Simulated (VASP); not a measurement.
Band structure of C (space group Cmme). Method: r2SCAN meta-GGA, VASP's PBE PAW potentials (set 64) (plane waves; VASP 6.6.1).

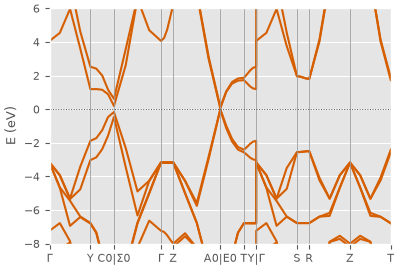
Figure: Bands along high-symmetry lines, zero at the valence-band maximum or, without a gap, the Fermi level

**Question.** Read the plot: is there a gap, and where are the band edges?

**Answer.** The gap is direct, 0.05 eV, from the valence maximum at A0 to the conduction minimum at A0.

The structure comes from a computed database's C entry (Cmme); how it stands against other phases isn't given here. It was relaxed first.
